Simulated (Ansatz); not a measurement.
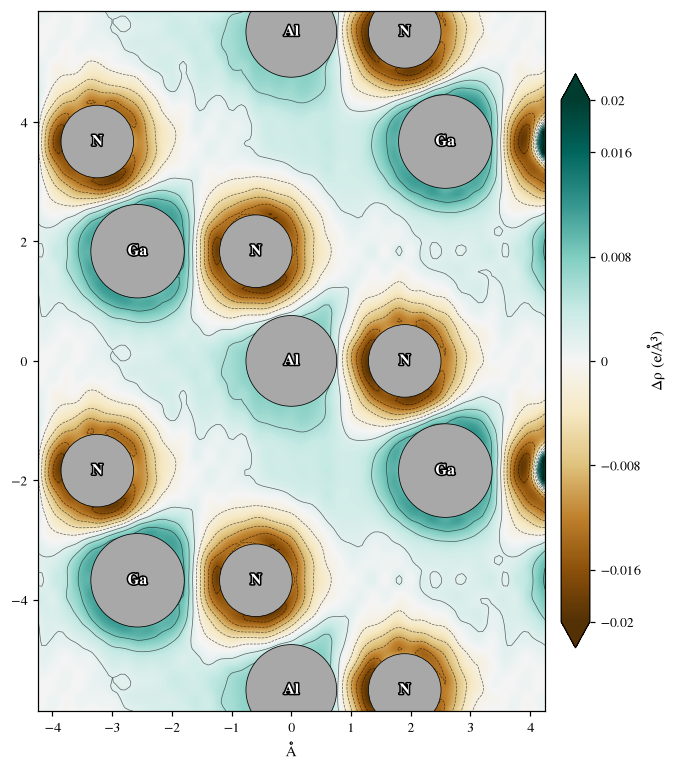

AlGa2N3. Difference of the valence pseudo-densities of two functionals at the same geometry, on the (110) plane of the calculation cell: PBE less r2SCAN.

Space group P3m1; a structure generated by program, which may or may not match a known phase.

Both computed with Ansatz (plane waves, PAW), on the same k-point mesh. Grey discs cover the atomic cores.

### What does the difference map show?

Against r2SCAN, PBE gives more density around Ga (+0.007 e/Å³ on average at 1.0 Å from the nucleus), less density around N (−0.013 e/Å³ on average at 0.8 Å from the nucleus) and a change of −0.006 e/Å³ at the midpoint of Al–N.
